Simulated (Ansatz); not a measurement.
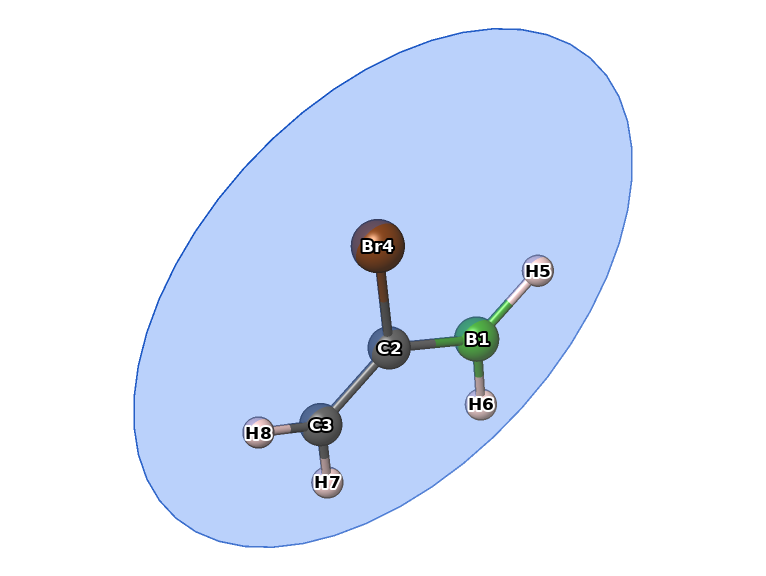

A disc through the centre of mass is drawn in. Atoms fade into the background with distance from the viewer. The computed structure is the end point of a PBE0-D4/def2-TZVP optimisation.

> Is the plane of the disc a mirror plane of the structure?

Yes. The reflection leaves B1, C2, C3, Br4, H5, H6, H7, H8 in place. The point group is Cs.
